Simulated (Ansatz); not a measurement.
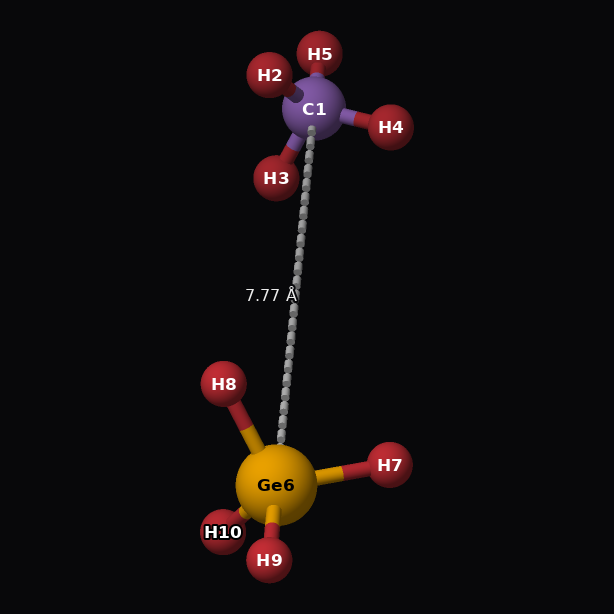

Two molecules or ions; the broken line marks their closest contact (measured against van der Waals radii). Geometry: a pair of rigid molecules at a changed separation. Program: Ansatz 0.2.0.

Question: Which two species are they?

Answer: CH4 and GeH4 (`C.[GeH4]`).

Give the counterpoise-corrected interaction energy (kcal/mol, monomers kept as in the pair) with RHF-CCSD(T) (frozen core)/def2-TZVPPD; r2SCAN-D4/def2-TZVPPD; ωB97M-V/def2-TZVPPD; PBE-D4/def2-TZVPPD; B3LYP-D4/def2-TZVPPD; PBE0-D4/def2-TZVPPD.

```json
{"level": "RHF-CCSD(T) (frozen core)/def2-TZVPPD", "interaction energy (kcal/mol)": "0.0"}
{"level": "r2SCAN-D4/def2-TZVPPD", "interaction energy (kcal/mol)": "0.0"}
{"level": "ωB97M-V/def2-TZVPPD", "interaction energy (kcal/mol)": "0.0"}
{"level": "PBE-D4/def2-TZVPPD", "interaction energy (kcal/mol)": "0.0"}
{"level": "B3LYP-D4/def2-TZVPPD", "interaction energy (kcal/mol)": "0.0"}
{"level": "PBE0-D4/def2-TZVPPD", "interaction energy (kcal/mol)": "0.0"}
```
